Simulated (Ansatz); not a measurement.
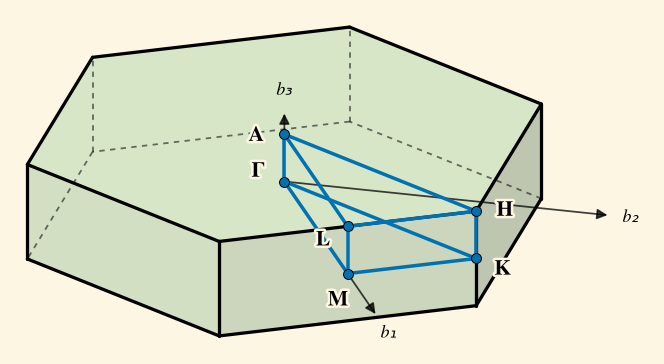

For WS2, the end point of a relaxation with Ansatz, DFT, PBE-D4, plane waves, PAW; the starting structure was generated, so it need not be a known form of this composition: the figure shows the first Brillouin zone with its special points and a band path. All values are computed from the atomic coordinates in the standard setting (tolerance 0.002 Å).

Labels and path follow the convention of Hinuma et al. (2017), as computed by seekpath; the arrows show the directions of the reciprocal primitive vectors b₁, b₂, b₃.

What lattice type do the shape and the labels point to?

Answer. A primitive hexagonal lattice (hP; extended symbol hP2). The zone is a hexagonal prism in its combinatorial type: 8 faces (6 with 4 edges, 2 with 6 edges), 18 edges, 12 vertices.

In which order does the conventional band path visit the special points?

Answer. Γ–M–K–Γ–A–L–H–A | L–M | H–K
